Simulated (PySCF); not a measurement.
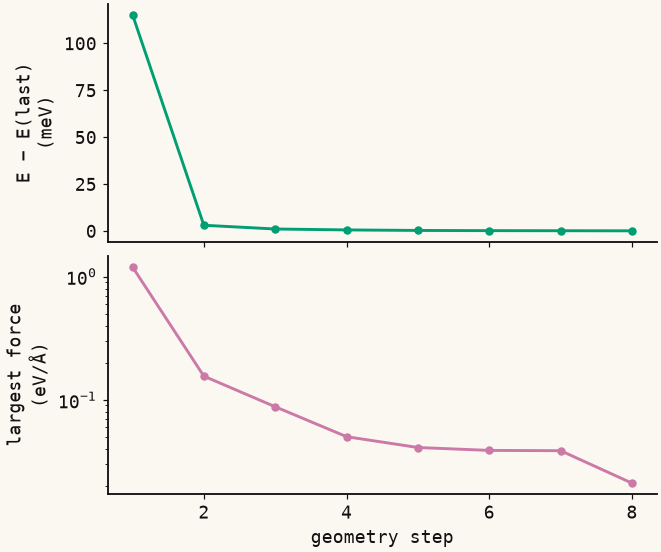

History of a geometry optimisation.

System: C$_{5}$H$_{12}$BFO (SMILES [BH3-][O+]1CCC[C@H]1CF).
Method: PySCF 2.14.0, density fitting, PBE0-D3(BJ)/def2-SVP, geometry optimisation.

> How did the optimisation end?

The optimisation met its thresholds at geometry 8, counting the start as the first. The energy fell by about 120 meV from the first step to the last. The largest force goes from about 1.2 eV/Å at the start to 0.021 eV/Å at the end.

> By which step was nine tenths of the energy gained?

By step 2 of 8.
